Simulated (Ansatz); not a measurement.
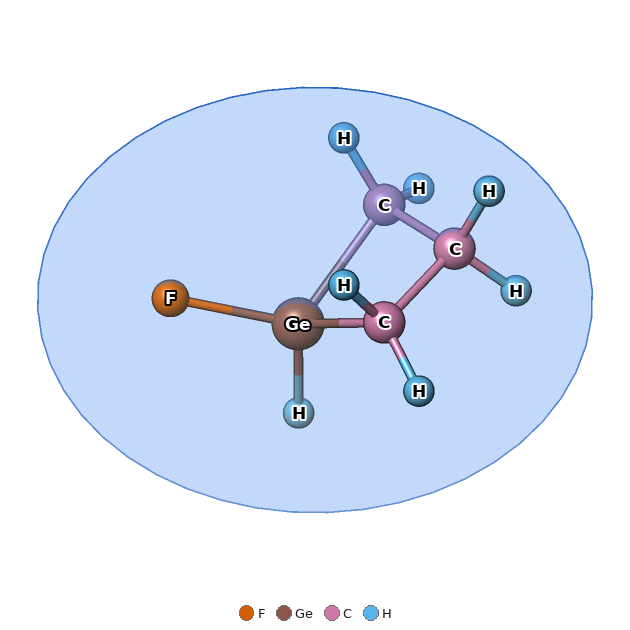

All proper rotation axes (lines) and mirror planes (discs) of the structure are drawn in. Distant atoms are faded towards the background colour. The computed structure is the end point of a PBE0-D4/def2-TZVP optimisation. No frequency run is at hand to confirm it as a minimum.

Name the symmetry elements and the point group.

Answer. It has 1 mirror plane. Point group Cs. The group has 2 operations. The geometry is achiral, and symmetry allows a dipole moment.
